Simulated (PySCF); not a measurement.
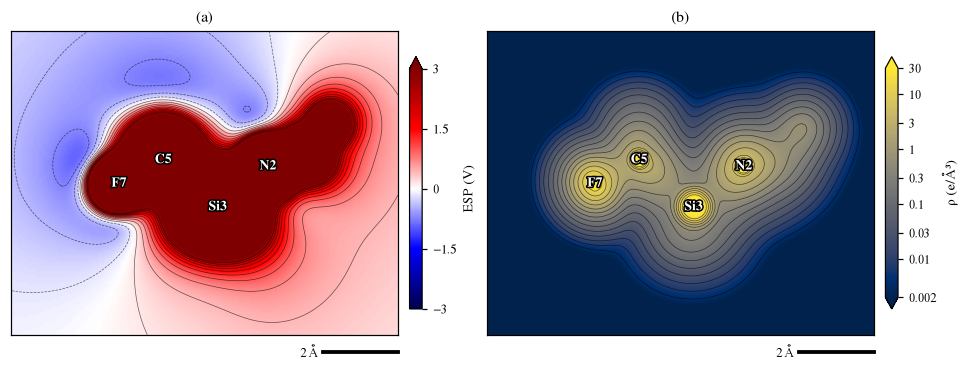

The picture shows: C3H6F3NSi. (a) electrostatic potential; (b) electron density on the plane of atoms N2, Si3 and C5.

Geometry: GFN2-xTB.

The calculation used wB97X-D/def2-SVPD, SCF density, gas phase in PySCF 2.14.0.

```xyz
14

C    -2.3469   -0.9107    0.4290
N    -1.1984   -0.4258    0.4996
Si    0.0116    0.1919   -0.5400
C     0.5201    1.8689    0.1635
C     1.4515   -1.0630   -0.1544
F     1.1286   -2.3443   -0.4329
F     2.5522   -0.7967   -0.8917
F     1.8566   -1.0518    1.1282
H    -2.9072   -1.0515   -0.4967
H    -2.8428   -1.2211    1.3448
H    -0.1032    0.1629   -2.0021
H     1.4418    2.2195   -0.2912
H     0.6802    1.8036    1.2366
H    -0.2448    2.6175   -0.0149
```

Question: What do the fields say about this system?

Answer: The plane passes through N, Si, C and F nuclei. C–F (1.35 Å): the density is about 2.3 e/Å³ at the midpoint, with its minimum of 1.8 e/Å³ about 0.5 Å from C. Si–N (1.71 Å): ρ is about 1.1 e/Å³ halfway. C–Si (1.95 Å): ρ at the midpoint is about 0.94 e/Å³. Outside the dense part of the molecule the potential is most negative (−0.9 V) near F7.
